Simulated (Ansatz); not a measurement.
**AlClGeH4O: rigid scan of one bond length**

How does the energy of AlClGeH4O change as one bond is stretched? A script is to give a rigid scan of one bond length; the system is AlClGeH4O.

Program: the Python package of Ansatz 0.2.0. Level of theory: r2SCAN0/def2-SVP. These are calculated values, not measurements.

## Step 1: Starting point

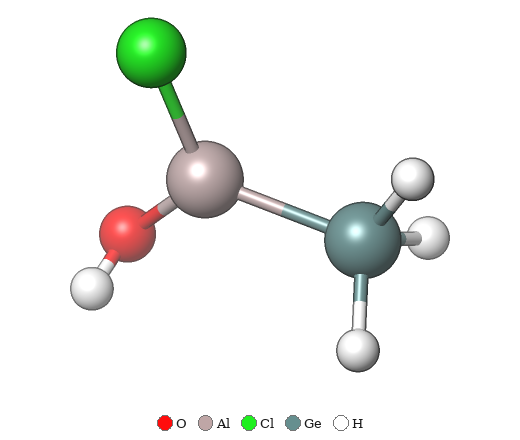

The structure that the script starts from, seen from a chosen angle (oxygen red, aluminium light grey, chlorine green, germanium teal, hydrogen white).

No structure file is read: the coordinates are typed or built in the script.

## Step 2: Script

alclgeh4o.py

```python
'''Potential curve of AlClGeH4O along one bond.'''

import ansatz as az
from ase import Atoms
import matplotlib.pyplot as plt
import numpy as np


def main() -> None:
    atoms = Atoms(['O', 'Al', 'Cl', 'Ge', 'H', 'H', 'H', 'H'], positions=[
        (1.8709, 1.3651, -0.6425),
        (0.9734, 0.1247, 0.3476),
        (1.9257, -0.6898, 2.1379),
        (-1.1628, -0.6546, -0.3055),
        (1.5317, 2.2605, -0.2729),
        (-2.2292, 0.5414, -0.3099),
        (-1.1388, -1.2864, -1.7154),
        (-1.6787, -1.718, 0.705),
    ])
    molecule = az.Crystal.molecule_from_ase(atoms)

    symbols = [site.symbol for site in molecule.cartesian_sites]
    start = np.array([site.position_ang for site in molecule.cartesian_sites])
    axis = (start[4] - start[0]) / np.linalg.norm(start[4] - start[0])
    moving = [4]
    lengths, energies = [0.903, 0.944, 0.985, 1.026, 1.067, 1.108, 1.15, 1.211], []
    for length in lengths:
        xyz = start.copy()
        xyz[moving] += (length - np.linalg.norm(start[4] - start[0])) * axis
        point = az.Crystal.molecule()
        for symbol, place in zip(symbols, xyz):
            point = point.atom(symbol, place.tolist())
        calculation = point.calculation().basis(gaussian='def2-SVP').functional('R2SCAN0')
        data = calculation.run().report
        energies.append(data['free_energy_ev'])
        print(f'r = {length:6.3f} A  E = {energies[-1]:.5f} eV  <S^2> = {abs(data["mean_field"]["state"]["spin_squared"]):.3f}')

    # quartic fit about the minimum
    fit = np.polynomial.Polynomial.fit(lengths, np.array(energies) - min(energies), 4).convert()
    roots = [r.real for r in fit.deriv().roots() if abs(r.imag) < 1e-9 and fit.deriv(2)(r.real) > 0]
    r_e = min(roots, key=lambda r: abs(r - lengths[int(np.argmin(energies))]))
    print(f'minimum of the fit at {r_e:.4f} A, force constant {fit.deriv(2)(r_e):.2f} eV/A^2')
    plt.figure(figsize=(4.5, 3))
    plt.plot(lengths, np.array(energies) - min(energies), 'o-')
    plt.xlabel('bond length (A)')
    plt.ylabel('E - E(min) (eV)')
    plt.tight_layout()
    plt.savefig('scan.png', dpi=100)


if __name__ == '__main__':
    main()
```

## Step 3: The run

Launch:

```bash
$ python alclgeh4o.py
```

The log of the run:

```text
r =  0.903 A  E = -77734.52200 eV  <S^2> = 0.000
r =  0.944 A  E = -77734.62236 eV  <S^2> = 0.000
r =  0.985 A  E = -77734.61999 eV  <S^2> = 0.000
r =  1.026 A  E = -77734.54032 eV  <S^2> = 0.000
r =  1.067 A  E = -77734.40300 eV  <S^2> = 0.000
r =  1.108 A  E = -77734.22325 eV  <S^2> = 0.000
r =  1.150 A  E = -77734.00741 eV  <S^2> = 0.000
r =  1.211 A  E = -77733.65612 eV  <S^2> = 0.000
minimum of the fit at 0.9632 A, force constant 53.36 eV/A^2
```

Wall time 62 s (1 thread of Arm Neoverse V1, shared host); peak memory 0.34 GiB.

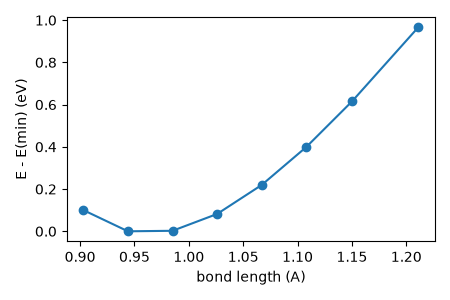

scan.png, as the script drew it.

## Step 4: What each run gave

The 8 runs, in the order started:

| run | distance (Å) | energy from run 2 (eV) | SCF cycles | CPU time (s) |
| --- | --- | --- | --- | --- |
| 1 | 0.90 | 0.1004 | 17 | 7.9 |
| 2 | 0.94 | 0.0000 | 17 | 8 |
| 3 | 0.98 | 0.0024 | 17 | 7.3 |
| 4 | 1.03 | 0.0820 | 17 | 7.9 |
| 5 | 1.07 | 0.2194 | 17 | 8 |
| 6 | 1.11 | 0.3991 | 17 | 7.3 |
| 7 | 1.15 | 0.6150 | 17 | 7.7 |
| 8 | 1.21 | 0.9662 | 17 | 6.9 |

## Step 5: Results

```
                        quantity     value
bond length at the fit's minimum  0.9632 Å
                   runs compared         8
                 range of energy  0.966 eV
      lowest point, distance (Å)      0.94
```

The lowest point, at 0.94, lies inside the range. The ends stand 0.1 and 0.966 eV above it. The distance scanned is the script's pair 0, 4. What to keep in mind:
- The rest of the molecule is held rigid at a force-field or estimated start geometry, and the basis set is modest; single-reference methods fail as a bond breaks.
- The orbitals are restricted, so S² is zero by construction.
